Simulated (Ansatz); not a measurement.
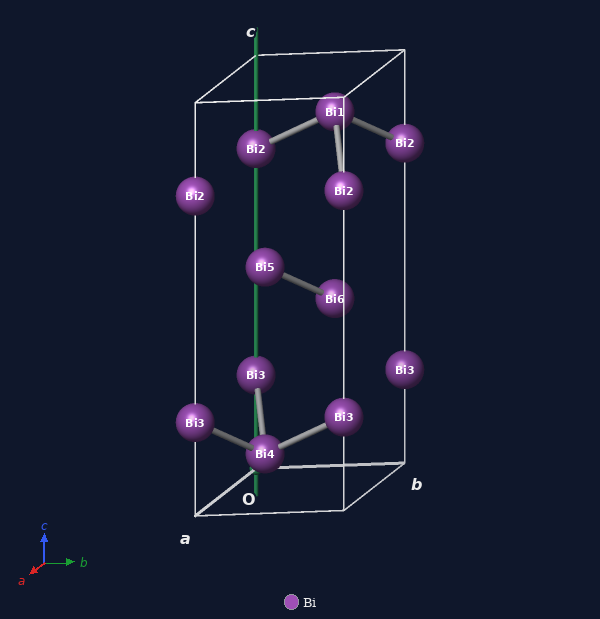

Crystal: Bi, the end point of a relaxation with DFT, BLYP, plane waves (420 eV) with PAW, scalar-relativistic in Ansatz. The coloured rod is the axis of a symmetry operation of the crystal, the small sphere its inversion point. The drawing is computed from the coordinates (standard cell, symmetry found to 0.002 Å).

a = 4.639 Å, b = 4.639 Å, c = 13.669 Å, α = 90.00°, β = 90.00°, γ = 120.00°.

```tsv
atom	x	y	z
Bi1	0.3333	0.6667	0.8926
Bi2	0.0000	0.0000	0.7741
Bi3	0.0000	0.0000	0.2259
Bi4	0.6667	0.3333	0.1074
Bi5	0.6667	0.3333	0.5593
Bi6	0.3333	0.6667	0.4407
```

Take the operation x, y, z → y, −x+y, −z.

> What kind of operation is it, and where does it lie?

It is a −3 rotoinversion axis with its inversion point at (0, 0, 0), along [0 0 1].

> Onto which atom does it carry each atom (up to whole multiples of a, b and c)?

Bi1 → Bi4, Bi2 → Bi3, Bi3 → Bi2, Bi4 → Bi1, Bi5 → Bi6, Bi6 → Bi5.

> What is the crystal's space group?

R-3m, No. 166, hexagonal axes.
